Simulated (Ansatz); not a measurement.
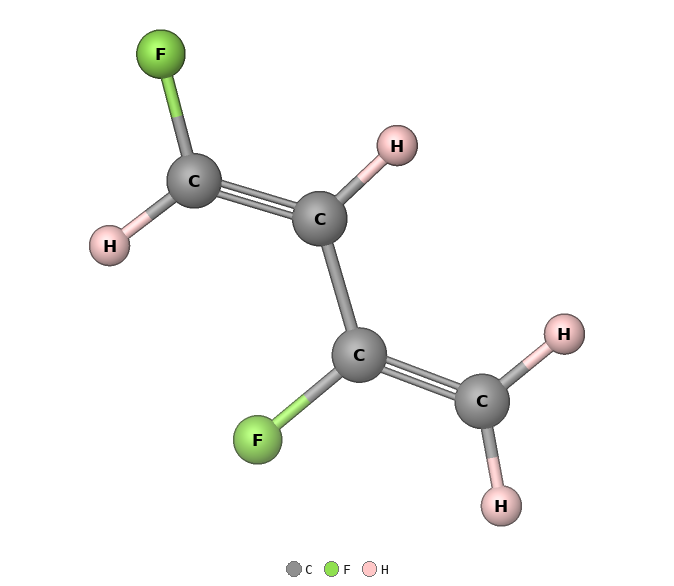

All atoms lie in one plane, which faces the viewer. The geometry was computed by an optimisation with PBE0-D4/def2-TZVP.

> Which symmetry elements does this geometry have?

It has 1 mirror plane, so the point group is Cs. The group has 2 operations. The geometry is achiral, and symmetry allows a dipole moment.
